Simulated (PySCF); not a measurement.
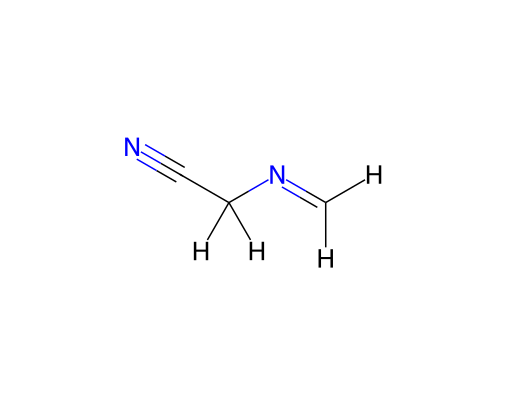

The picture comes from a calculation with PySCF.

2D structure.

Q: Transcribe the drawing into SMILES.

A: C=NCC#N

Q: What is the molecular formula?

A: C3H4N2.

Q: An optimisation with PBE0-D3(BJ)/def2-SVP gave a structure of which point group?

A: C1. Other conformers may differ.
